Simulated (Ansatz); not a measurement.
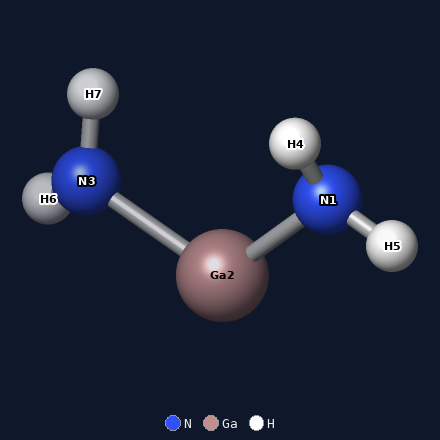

The system is GaH₄N₂, SMILES [NH2][Ga][NH2], spin multiplicity 2; the picture shows the grid point nearest to the relaxed geometry. Two internal coordinates are moved rigidly from the geometry relaxed at PBE0-D4/def2-TZVP, all others fixed. Coordinates scanned: (1) bond Ga2–N3; (2) torsion N1–Ga2–N3–H6. Grid: 5 × 6 points. All energies are given in eV relative to the lowest grid point. Level of theory: Ansatz, UKS PBE-D4/def2-TZVPP.

Its coordinates:

```xyz
7

N    -1.2966   -0.4819   -0.7195
Ga    0.2475    0.5374   -0.7594
N     1.3569    0.4359    0.8908
H    -1.7848   -0.5420    0.1646
H    -1.9651   -0.3709   -1.4667
H     2.3534    0.5686    0.8087
H     1.1690   -0.3302    1.5243
```

Range: bond Ga2–N3 from 1.518 to 2.683 Å; torsion N1–Ga2–N3–H6 from −149 to 151°.

**Predict the map.**

The lowest grid point is at bond Ga2–N3 = 1.991 Å, torsion N1–Ga2–N3–H6 = −149°. The bottom of the well lies between grid points, at about bond Ga2–N3 = 1.866 Å, torsion N1–Ga2–N3–H6 = 175°, about 0.095 eV lower on the interpolated surface. A higher local minimum lies near bond Ga2–N3 = 1.991 Å, torsion N1–Ga2–N3–H6 = −29° (0.028 eV above the lowest at that grid point). The highest grid point, bond Ga2–N3 = 1.518 Å, torsion N1–Ga2–N3–H6 = 91°, lies 2.36 eV above the lowest. On the interpolated surface the easiest way out of the lowest well to the well at about bond Ga2–N3 = 1.88 Å, torsion N1–Ga2–N3–H6 = −35° passes a barrier of about 0.11 eV, counted from the interpolated bottom of the well. Round the minimum the two coordinates are weakly coupled (coupling −0.11 in units of the two stiffnesses).

```tsv
torsion N1–Ga2–N3–H6 ↓, bond Ga2–N3 →	1.518	1.710	1.991	2.320	2.683
151	2.01	0.21	0.02	0.75	1.37
91	2.36	0.50	0.25	0.98	1.53
31	2.28	0.43	0.19	0.95	1.53
−29	2.02	0.22	0.03	0.77	1.40
−89	2.23	0.35	0.05	0.68	1.29
−149	2.14	0.28	0.00	0.64	1.27
```

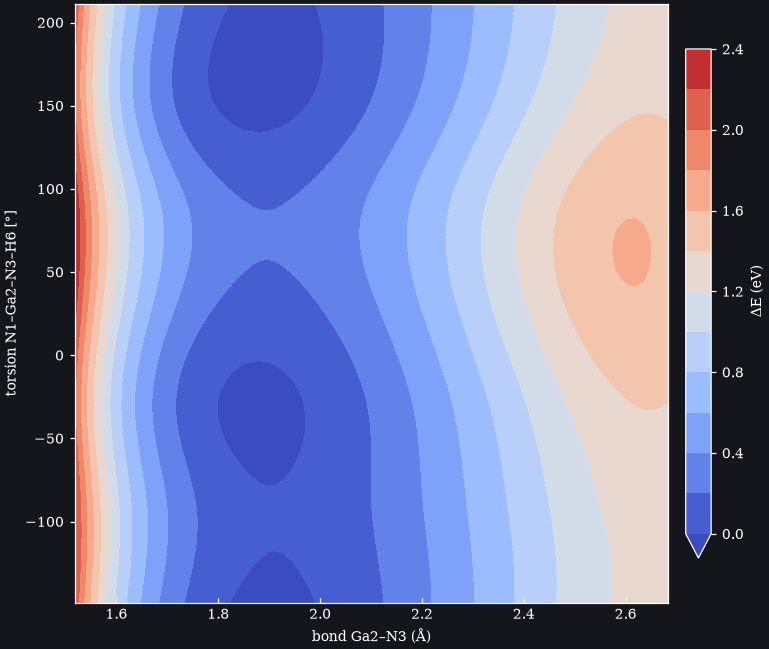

Drawn: filled contours. Between grid points the surface is interpolated.
